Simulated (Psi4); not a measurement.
# GeH3SCl (SMILES [SH][GeH2][Cl]) at PBE/def2-SVP (density fitting, sweep point 4)

Wanted: a single-point energy of GeH3SCl. 

The calculation is run with Psi4 1.11.

7 further runs of the same task are left out: 1 that didn't finish, 6 set aside as unsound or not needed.

### 1 Starting point

The species is GeH3SCl (6 atoms), meant as a singlet with charge 0. SMILES: `[SH][GeH2][Cl]`. Geometry: relaxed at PBE0-D4/def2-TZVP. This is one conformer, not always the lowest.

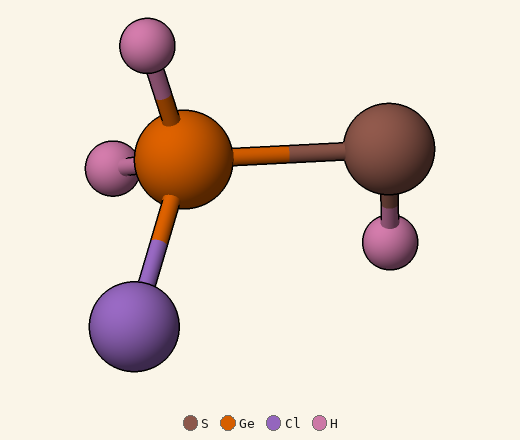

The structure, seen from a chosen angle (sulfur brown, germanium orange, chlorine purple, hydrogen pink).

### 2 A single-point energy at PBE/def2-SVP (density fitting, sweep point 4)

clgeh3s.inp reads:

```
memory 1600 MB

molecule geom {
  S     -1.173700    -1.328000    -0.086900
  Ge     0.432700     0.138800     0.275500
  Cl    -0.360100     2.143100     0.341600
  H     -1.332800    -0.975800    -1.373400
  H      1.461900     0.131100    -0.858600
  H      1.014100    -0.173200     1.655700
  units angstrom
  symmetry c1
}

set basis def2-SVP
set scf_type df
set scf_initial_accelerator ediis

E, wfn = energy('pbe', return_wfn=True)
print_variables()
```

The run is started by

```
psi4 -n 1 clgeh3s.inp clgeh3s.out
```

clgeh3s.out:

```text
[...]
  Running in c1 symmetry.
[...]
  Nuclear repulsion =  345.738260689415938
[...]
  Multiplicity = 1
[...]
  Nalpha       = 34
  Nbeta        = 34
[...]
    Number of basis functions: 83
[...]
   @DF-RKS iter   1: -2934.50911724184152   -1.54007e+00   3.00917e-02 DIIS/EDIIS
[...]
   @DF-RKS iter  10: -2936.04344286008063   -2.21089e-08   3.33650e-07 DIIS
[...]
    Orbital Energies [Eh]
    ---------------------
    Doubly Occupied:
       1A   -397.059427     2A   -100.626540     3A    -88.041839
       4A    -49.191922     5A    -43.819265     6A    -43.818715
       7A    -43.817896     8A     -9.162370     9A     -7.686714
      10A     -6.991429    11A     -6.983252    12A     -6.982927
      13A     -6.014268    14A     -5.714157    15A     -5.711181
      16A     -5.704065    17A     -4.234104    18A     -4.231704
      19A     -4.228831    20A     -1.139874    21A     -1.138614
      22A     -1.135691    23A     -1.134871    24A     -1.133959
      25A     -0.738535    26A     -0.675795    27A     -0.505686
      28A     -0.386992    29A     -0.345095    30A     -0.338713
      31A     -0.315012    32A     -0.269045    33A     -0.266672
      34A     -0.235032
[...]
  @DF-RKS Final Energy: -2936.04344286008063
   => Energetics <=
    Nuclear Repulsion Energy =            345.7382606894159380
    One-Electron Energy =               -4770.2910180148319341
    Two-Electron Energy =                1621.9238487973559586
    DFT Exchange-Correlation Energy =    -133.4145343320208781
    Empirical Dispersion Energy =           0.0000000000000000
    VV10 Nonlocal Energy =                  0.0000000000000000
    Total Energy =                      -2936.0434428600806314
[...]
 Multipole Moments:
 ------------------------------------------------------------------------------------
     Multipole            Electronic (a.u.)      Nuclear  (a.u.)        Total (a.u.)
 ------------------------------------------------------------------------------------
 L = 1.  Multiply by 2.5417464519 to convert [e a0] to [Debye]
 Dipole X            :          3.9498888           -3.5650811            0.3848078
 Dipole Y            :          1.7363168           -2.0920592           -0.3557424
 Dipole Z            :          1.6186968           -1.9386622           -0.3199653
 Magnitude           :                                                    0.6140094
[...]
```

Run time: 3.9 s. Hardware: 1 thread of Intel Xeon 6975P-C (Granite Rapids), shared host; peak memory 0.48 GiB.

### 3 Outcome

Level: PBE/def2-SVP (density fitting, sweep point 4).

| quantity | value |
| --- | --- |
| total energy | -2936.04344 Eh |
| dipole moment | 1.56 D |
| HOMO energy | -6.40 eV |
| LUMO energy | -1.15 eV |
| HOMO–LUMO gap | 5.24 eV |
